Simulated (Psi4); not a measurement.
**singlet [AlOF2]−: levels of theory compared**

Aim: a comparison of 4 runs (BHLYP/6-311+G**, CAM-B3LYP/6-311+G**, M06-2X/6-311+G**, wB97X/6-311+G**) of singlet [AlOF2]−. 

The calculation is run with Psi4 1.11.

2 further runs of the same task are left out: 2 set aside as unsound or not needed.

## 1. The molecule

[AlOF2]− has 4 atoms, charge -1, and is taken as a singlet. As SMILES of the parent species, `[O][Al]([F])[F]`. The coordinates come from a PBE0-D4/def2-TZVP relaxation. That shape belongs to the parent species and isn't relaxed for this state.

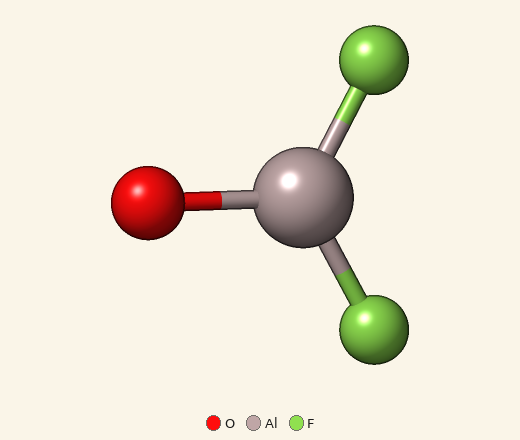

The structure, seen from a chosen angle (oxygen red, aluminium light grey, fluorine green).

## 2. A single-point energy at BHLYP/6-311+G(d,p) (run 1)

The input, calc.inp:

```
memory 1600 MB

molecule {
  -1 1
  O      0.682900    -0.910900     1.260000
  Al    -0.000600     0.004300    -0.032400
  F     -1.477200    -0.401600    -0.592500
  F      0.850400     1.247900    -0.655300
  symmetry c1
  no_reorient
  no_com
}

set basis 6-311+G**
set puream true
set e_convergence 1e-09
set d_convergence 1e-08
set scf_type pk
set dft_radial_points 99
set dft_spherical_points 590

energy_value, wavefunction = energy("bhhlyp", return_wfn=True)
oeprop(wavefunction, "MAYER_INDICES", "MULLIKEN_CHARGES", "QUADRUPOLE", title="BHHLYP")
```

The run is started by

```sh
$ psi4 calc.inp calc.out -n 1
```

calc.out:

```text
[...]
  Running in c1 symmetry.
[...]
  Nuclear repulsion =  149.228779344674905
[...]
  Multiplicity = 1
[...]
  Nalpha       = 20
  Nbeta        = 20
[...]
    Number of basis functions: 96
[...]
   @RKS iter   1:  -517.07664749226547   -9.05136e-01   1.15237e-02 DIIS/ADIIS
[...]
   @RKS iter  14:  -517.53425180037777   -1.02318e-12   2.10097e-09 DIIS
[...]
  @RKS Final Energy:  -517.53425180037777
   => Energetics <=
    Nuclear Repulsion Energy =            149.2287793446749049
    One-Electron Energy =               -1027.4270768105534444
    Two-Electron Energy =                 385.7282699118795790
    DFT Exchange-Correlation Energy =     -25.0642242463787426
    Empirical Dispersion Energy =           0.0000000000000000
    VV10 Nonlocal Energy =                  0.0000000000000000
    Total Energy =                       -517.5342518003777741
[...]
 Multipole Moments:
 ------------------------------------------------------------------------------------
     Multipole            Electronic (a.u.)      Nuclear  (a.u.)        Total (a.u.)
 ------------------------------------------------------------------------------------
 L = 1.  Multiply by 2.5417464519 to convert [e a0] to [Debye]
 Dipole X            :         -0.5407964           -0.3511111           -0.8919075
 Dipole Y            :          0.4593567            0.7283004            1.1876571
 Dipole Z            :          1.3421689           -2.9695156           -1.6273467
 Magnitude           :                                                    2.2032444
 L = 2.  Multiply by 1.3450342976 to convert [e a0^2] to [Debye ang]
 Quadrupole XX       :       -134.3098295          106.6981461          -27.6116835
 Quadrupole XY       :        -36.3529039           35.4023108           -0.9505932
[...]
```

Wall time 9.9 s (1 thread of Intel Xeon Platinum 8375C at 2.90GHz (Ice Lake), shared host); peak memory 0.83 GiB.

## 3. A single-point energy at CAM-B3LYP/6-311+G(d,p) (run 2)

The input, run.py:

```python
import psi4

psi4.set_memory('1600 MB')
psi4.set_num_threads(1)
psi4.set_output_file('alf2o.out', False)

mol = psi4.geometry("""
-1 1
O      0.682900    -0.910900     1.260000
Al    -0.000600     0.004300    -0.032400
F     -1.477200    -0.401600    -0.592500
F      0.850400     1.247900    -0.655300
symmetry c1
""")

psi4.set_options({
    'basis': '6-311+G**',
    'puream': True,
    'e_convergence': 1e-09,
    'd_convergence': 1e-08,
    'scf_type': 'pk',
    'dft_radial_points': 99,
    'dft_spherical_points': 590,
})

E, wfn = psi4.energy('cam-b3lyp', return_wfn=True)
print(f'cam-b3lyp energy: {E:.10f} Eh')
```

The run is started by

```sh
$ python run.py
```

alf2o.out:

```text
[...]
  Running in c1 symmetry.
[...]
  Nuclear repulsion =  149.228779344674905
[...]
  Multiplicity = 1
[...]
  Nalpha       = 20
  Nbeta        = 20
[...]
    Number of basis functions: 96
[...]
   @RKS iter   1:  -517.07472624207128   -7.95222e-01   1.24210e-02 ADIIS/DIIS
[...]
   @RKS iter  14:  -517.59379807327321   -4.43379e-12   3.33025e-09 DIIS
[...]
  @RKS Final Energy:  -517.59379807327321
   => Energetics <=
    Nuclear Repulsion Energy =            149.2287793446749049
    One-Electron Energy =               -1027.1670487423316445
    Two-Electron Energy =                 396.7322328601499635
    DFT Exchange-Correlation Energy =     -36.3877615357664510
    Empirical Dispersion Energy =           0.0000000000000000
    VV10 Nonlocal Energy =                  0.0000000000000000
    Total Energy =                       -517.5937980732732058
[...]
 Multipole Moments:
 ------------------------------------------------------------------------------------
     Multipole            Electronic (a.u.)      Nuclear  (a.u.)        Total (a.u.)
 ------------------------------------------------------------------------------------
 L = 1.  Multiply by 2.5417464519 to convert [e a0] to [Debye]
 Dipole X            :         -1.4510633            0.5603871           -0.8906762
 Dipole Y            :          1.9429913           -0.7503608            1.1926305
 Dipole Z            :         -2.7437764            1.0596341           -1.6841423
 Magnitude           :                                                    2.2476669
[...]
```

The script printed:

```text
Memory set to   1.490 GiB by Python driver.
  Threads set to 1 by Python driver.
cam-b3lyp energy: -517.5937980733 Eh
```

Run time: 14 s. Hardware: 1 thread of Intel Xeon Platinum 8375C at 2.90GHz (Ice Lake), shared host; peak memory 0.91 GiB.

Run 3 isn't shown in full; the table further down has it.

## 4. Energy and gradient at wB97X/6-311+G(d,p) (run 4)

The input, alf2o.inp:

```
memory 1600 MB

molecule mol {
  -1 1
  O      0.682900    -0.910900     1.260000
  Al    -0.000600     0.004300    -0.032400
  F     -1.477200    -0.401600    -0.592500
  F      0.850400     1.247900    -0.655300
  symmetry c1
  no_reorient
  no_com
}

set globals {
  puream               true
  e_convergence        1e-09
  d_convergence        1e-08
  scf_type             pk
  dft_radial_points    99
  dft_spherical_points 590
}

gradient("wb97x/6-311+G**")
```

The run is started by

```sh
$ psi4 -n 1 alf2o.inp alf2o.out
```

alf2o.out:

```text
[...]
  Running in c1 symmetry.
[...]
  Nuclear repulsion =  149.228779344674905
[...]
  Multiplicity = 1
[...]
  Nalpha       = 20
  Nbeta        = 20
[...]
    Number of basis functions: 96
[...]
   @RKS iter   1:  -517.09516024272011   -9.65472e-01   1.19656e-02 DIIS/ADIIS
[...]
   @RKS iter  14:  -517.57776552967175   -4.32010e-12   3.92303e-09 DIIS
[...]
    Orbital Energies [Eh]
    ---------------------
    Doubly Occupied:
       1A    -55.840035     2A    -24.530718     3A    -24.530711
       4A    -18.882448     5A     -4.044820     6A     -2.598005
       7A     -2.594920     8A     -2.590732     9A     -1.109172
      10A     -1.101138    11A     -0.726406    12A     -0.420402
      13A     -0.387719    14A     -0.365857    15A     -0.364338
      16A     -0.351705    17A     -0.342877    18A     -0.169628
      19A     -0.125379    20A     -0.118442
[...]
  @RKS Final Energy:  -517.57776552967175
   => Energetics <=
    Nuclear Repulsion Energy =            149.2287793446749049
    One-Electron Energy =               -1027.1128276693020780
    Two-Electron Energy =                 396.0013203240389430
    DFT Exchange-Correlation Energy =     -35.6950375290834927
    Empirical Dispersion Energy =           0.0000000000000000
    VV10 Nonlocal Energy =                  0.0000000000000000
    Total Energy =                       -517.5777655296717512
[...]
  -Total Gradient:
     Atom            X                  Y                   Z
    ------   -----------------  -----------------  -----------------
       1        0.017409761799    -0.023308552390     0.032915611266
       2       -0.046930578995     0.062859279858    -0.088756869609
       3        0.040285623387    -0.001791405229     0.027330309993
       4       -0.010658233478    -0.037902102368     0.028712598444
[...]
```

Wall time 20 s (1 thread of Intel Xeon Platinum 8375C at 2.90GHz (Ice Lake), shared host); peak memory 0.91 GiB.

## 5. All runs side by side

```tsv
run	level	task	energy (Eh)	HOMO energy (eV)	LUMO energy (eV)	HOMO–LUMO gap (eV)	wall time
1	BHLYP/6-311+G**	energy	-517.534252	-2.14	3.68	5.83	9.9 s
2	CAM-B3LYP/6-311+G**	energy	-517.593798	-2.25	3.80	6.05	14 s
3	M06-2X/6-311+G**	gradient	-517.534330	-2.31	3.40	5.71	37 s
4	wB97X/6-311+G**	gradient	-517.577766	-3.22	4.76	7.98	20 s
```

## 6. What came out

| quantity | value |
| --- | --- |
| run 4: total energy | -517.57777 Eh |
| run 4: HOMO energy | -3.22 eV |
| run 4: LUMO energy | 4.76 eV |
| run 4: HOMO–LUMO gap (to an unbound level, set by the basis) | 7.98 eV |
| run 4: largest force on an atom | 6.091 eV/Å |

What this shows: The HOMO–LUMO gap runs from 5.71 eV (M06-2X/6-311+G**) to 7.98 eV (wB97X/6-311+G**). The empty levels of an anion lie above zero and hang on the basis. Totals of different functionals can't be ranked against each other. All runs together took 81 s, the longest 37 s.
